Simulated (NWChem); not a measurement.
# doublet C2H6Si+: levels of theory compared

Wanted: a comparison of 3 runs (UHF/STO-3G, UHF/3-21G, UB3LYP/6-31G*) of doublet C2H6Si+. 

Program for the calculation: NWChem 7.3.0.

34 further runs of the same task are left out: 34 set aside as unsound or not needed.

### 1 The system as given

C2H6Si+: 9 atoms, total charge +1, spin state doublet. As SMILES of the parent species, `C[Si]C`. The shape is that of a PBE0-D4/def2-TZVP optimisation. That shape belongs to the parent species and isn't relaxed for this state.

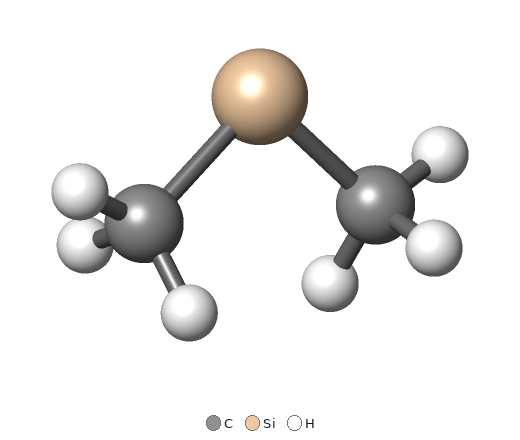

Viewed from a chosen angle; carbon grey, silicon light orange, hydrogen white.

### 2 The energy at UHF/STO-3G (run 1)

The input, sp.nw:

```
start sp
title "C2H6Si hf"
memory 2200 mb
charge 1

geometry units angstrom noautosym nocenter noautoz
 C       -0.527400       1.047300      -0.805300
 Si       0.896800      -0.199700      -0.912800
 C        0.601900      -1.069400       0.746000
 H       -1.430700       0.480400      -1.082200
 H       -0.439700       1.875000      -1.511000
 H       -0.703500       1.436700       0.202600
 H       -0.455600      -1.193000       1.001000
 H        1.117900      -2.026600       0.837300
 H        1.028800      -0.397000       1.507100
end

basis spherical bse
 * library STO-3G
end

scf
 doublet
 uhf
 thresh 1e-08
 maxiter 80
end

task scf energy
```

Run with:

```sh
$ nwchem sp.nw > sp.out
```

The log of the run:

```text
[...]
  functions       =    25
[...]
  wavefunction    = UHF
[...]
         Total SCF energy =   -363.679249269346
      One electron energy =   -688.871277165158
      Two electron energy =    227.487231371593
 Nuclear repulsion energy =     97.704796524218
                       Sz =      0.5000
                 Sz(Sz+1) =      0.7500
                      S^2 =      0.7546
[...]
```

It took 1.4 s on 1 thread of Intel Xeon 6975P-C (Granite Rapids), shared host; peak memory 0.096 GiB.

### 3 A single-point energy at UHF/3-21G (run 2)

The input, work.nw:

```
start work
memory stack 880 mb heap 220 mb global 1100 mb
charge 1
geometry units bohr noautosym nocenter noautoz
C  -0.99664156  1.97911017 -1.52179645
Si  1.69470639 -0.37737831 -1.72494201
C   1.13742615 -2.02087312  1.40973569
H  -2.70363117  0.90782443 -2.04506161
H  -0.83091258  3.54323648 -2.85537617
H  -1.32942233  2.71496952  0.38285851
H  -0.86095922 -2.25444327  1.89161585
H   2.11252483 -3.82971896  1.58226768
H   1.94415024 -0.75022127  2.84800624
end
basis spherical bse
* library 3-21G
end
scf
doublet
uhf
thresh 1e-08
maxiter 80
noprint "final vectors analysis"
end
task scf energy
```

Run with:

```sh
$ nwchem work.nw > work.out
```

The log of the run:

```text
[...]
  functions       =    43
[...]
  wavefunction    = UHF
[...]
         Total SCF energy =   -365.897419606052
      One electron energy =   -690.399058501491
      Two electron energy =    226.796849438243
 Nuclear repulsion energy =     97.704789457195
                       Sz =      0.5000
                 Sz(Sz+1) =      0.7500
                      S^2 =      0.7542
[...]
```

Wall time 1.8 s (1 thread of Intel Xeon 6975P-C (Granite Rapids), shared host); peak memory 0.097 GiB.

### 4 The energy at UB3LYP/6-31G(d) (Cartesian functions) (run 3)

The input, job.nw:

```
start job
title "C2H6Si"
memory 2200 mb
charge 1

geometry noautosym nocenter noautoz
  C     -0.527400     1.047300    -0.805300
  Si     0.896800    -0.199700    -0.912800
  C      0.601900    -1.069400     0.746000
  H     -1.430700     0.480400    -1.082200
  H     -0.439700     1.875000    -1.511000
  H     -0.703500     1.436700     0.202600
  H     -0.455600    -1.193000     1.001000
  H      1.117900    -2.026600     0.837300
  H      1.028800    -0.397000     1.507100
end

basis
  * library 6-31G*
end

dft
  xc b3lyp
  mult 2
  grid xfine
  convergence energy 1e-08
  iterations 100
  mulliken
end

task dft energy
```

Run with:

```sh
$ nwchem job.nw > job.out
```

The log of the run:

```text
[...]
          Wavefunction type:  spin polarized.
          No. of atoms     :     9
          No. of electrons :    31
[...]
          Charge           :     1
          Spin multiplicity:     2
[...]
          AO basis - number of functions:    61
[...]
              XC Information
              --------------
                         B3LYP Method XC Potential
                     Hartree-Fock (Exact) Exchange  0.200
                        Slater Exchange Functional  0.800 local
                    Becke 1988 Exchange Functional  0.720 non-local
              Lee-Yang-Parr Correlation Functional  0.810
                  VWN I RPA Correlation Functional  0.190 local
[...]
 d= 0,ls=0.0,diis     1   -368.8846708061 -4.67D+02  1.19D-02  2.74D-01     3.3
[...]
 d= 0,ls=0.0,diis     8   -368.9744690810 -9.54D-09  1.07D-06  4.79D-09    23.6
[...]
         Total DFT energy =     -368.974469080995
      One electron energy =     -693.203269158082
           Coulomb energy =      260.217438364009
    Exchange-Corr. energy =      -33.693434811139
 Nuclear repulsion energy =       97.704796524218
[...]
      Total Density - Mulliken Population Analysis
     ---------------------------------------------
    Atom       Charge   Shell Charges
 -----------   ------   -------------------------------------------------------
    1 C    6     6.72   1.99  0.68  2.12  0.71  1.19  0.02
    2 Si  14    13.11   2.00  1.99  5.96  1.32  1.35  0.29  0.18  0.01
    3 C    6     6.72   1.99  0.68  2.12  0.71  1.19  0.02
    4 H    1     0.74   0.50  0.24
    5 H    1     0.74   0.51  0.24
    6 H    1     0.74   0.50  0.24
    7 H    1     0.74   0.50  0.24
    8 H    1     0.74   0.51  0.24
    9 H    1     0.74   0.50  0.24
[...]
      <S2> =      0.7523 (Exact =     0.7500)
[...]
```

It took 24 s on 1 thread of Intel Xeon 6975P-C (Granite Rapids), shared host; peak memory 0.13 GiB.

### 5 The series

```csv
run,level,Cartesian functions,iteration cap,energy (Eh),HOMO energy (eV),LUMO energy (eV),⟨S²⟩,wall time
1,UHF/STO-3G,no,80,-363.679249,-15.87,-4.21,0.755,1.4 s
2,UHF/3-21G,no,80,-365.897420,–,–,0.754,1.8 s
3,UB3LYP/6-31G* (Cartesian functions),yes,100,-368.974469,-13.42,-10.44,0.752,24 s
```

### 6 Results

| quantity | value |
| --- | --- |
| run 3: total energy | -368.97447 Eh |
| run 3: HOMO energy (highest over α and β) | -13.42 eV |
| run 3: LUMO energy (lowest over α and β) | -10.44 eV |
| run 3: ⟨S²⟩ | 0.752 |

**Reading.** In run 1 the basis is minimal, so the values are rough. All runs together took 28 s, the longest 24 s.
